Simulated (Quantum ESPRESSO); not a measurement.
# Effort and miss along a sweep of ecutwfc: MgZn₅ (P-62m, 6 atoms in the cell)

```
MgZn5
1.0
    4.83312     0.00000     0.00000
   -2.41656     4.18561     0.00000
    0.00000     0.00000     4.41939
Mg Zn
1 5
Direct
  0.00000   0.00000   0.00000
  0.00000   0.36336   0.50000
  0.36336   0.00000   0.50000
  0.63664   0.63664   0.50000
  0.66667   0.33333   0.00000
  0.33333   0.66667   0.00000
```

Method: PBEsol, GBRV 1.5 ultrasoft (PBESOL) pseudopotentials (plane waves; Quantum ESPRESSO).

Base settings: ecutwfc = 50 Ry; ecutrho = 250 Ry; occupations = smearing; smearing = methfessel-paxton; degauss = 0.0099958 Ry; potentials = {Mg: mg_pbesol_v1.4.uspp.F.UPF, Zn: zn_pbesol_v1.uspp.F.UPF}; K_POINTS = automatic 5 5 4 0 0 0; conv_thr = 1e-11 Ry; mixing_beta = 0.4.

Misses are taken against the tightest run, 100 Ry (ecutrho: 250 Ry → 500 Ry), which need not be fully converged itself. The energy is the free energy per atom.

The count of work is k-points × plane waves × bands × iterations; it is no time, and leaves out set-up, grids and terms that scale otherwise. Core times come from one kind of shared machine and are given to one figure; runs under 30 s give none.

The starting cell comes from a database of computed structures (which also holds hypothetical and non-ambient phases and stackings), without a prior relaxation at this level. Its lattice was rescaled by a random factor within 2.5 % of one. Without a gap this mesh is coarse (it stands for a supercell whose shortest vector is 18 Å).

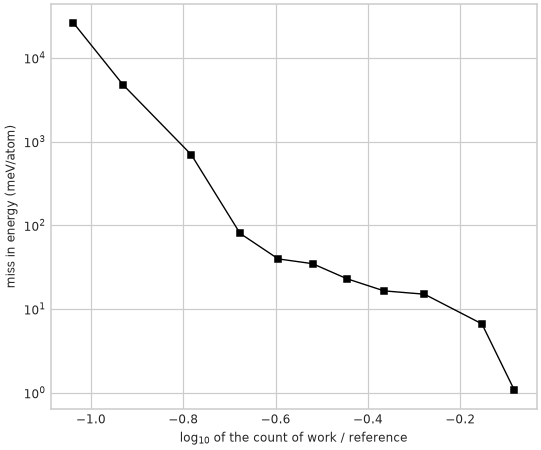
Figure: Miss against the count of work; the reference run is not drawn, and misses under 0.1 meV/atom are drawn there.

```csv
ecutwfc,energy less reference (meV/atom),pressure less reference (GPa),largest difference in the force on any atom (eV/Å),count of work / reference,core time / reference (rough)
20 Ry (ecutrho: 250 Ry → 100 Ry),26568.66,-1273.93,0.943,0.091,–
25 Ry (ecutrho: 250 Ry → 125 Ry),4787.52,-306.14,0.050,0.12,–
30 Ry (ecutrho: 250 Ry → 150 Ry),698.46,-63.01,0.009,0.16,–
35 Ry (ecutrho: 250 Ry → 175 Ry),80.46,-7.16,0.001,0.21,0.2
40 Ry (ecutrho: 250 Ry → 200 Ry),39.83,0.13,0.000,0.25,0.2
45 Ry (ecutrho: 250 Ry → 225 Ry),34.95,-0.56,0.000,0.30,0.3
50 Ry,23.10,-0.57,0.000,0.36,0.4
57 Ry (ecutrho: 250 Ry → 285 Ry),16.54,0.08,0.000,0.43,0.4
65 Ry (ecutrho: 250 Ry → 325 Ry),15.09,-0.10,0.000,0.53,0.5
75 Ry (ecutrho: 250 Ry → 375 Ry),6.67,-0.33,0.000,0.70,0.8
88 Ry (ecutrho: 250 Ry → 440 Ry),1.07,0.09,0.000,0.83,0.7
100 Ry (ecutrho: 250 Ry → 500 Ry),0.00,0.00,0.000,1.0,1
```

Coarsest setting among those run that, with all tighter ones, holds the energy within 10 meV/atom of the reference: 75 Ry (ecutrho: 250 Ry → 375 Ry), off by 6.7 meV/atom; its saving against the reference is no more than about a factor of 2 in the count of work.

Coarsest setting among those run that, with all tighter ones, holds the energy within 5 meV/atom of the reference: 88 Ry (ecutrho: 250 Ry → 440 Ry), off by 1.1 meV/atom; its saving against the reference is no more than about a factor of 2 in the count of work.

The step from 40 Ry (ecutrho: 250 Ry → 200 Ry) to 75 Ry (ecutrho: 250 Ry → 375 Ry): it takes the miss in the energy from 40 to 6.7 meV/atom, for 2.8 times the count of work and roughly 3 times the time.
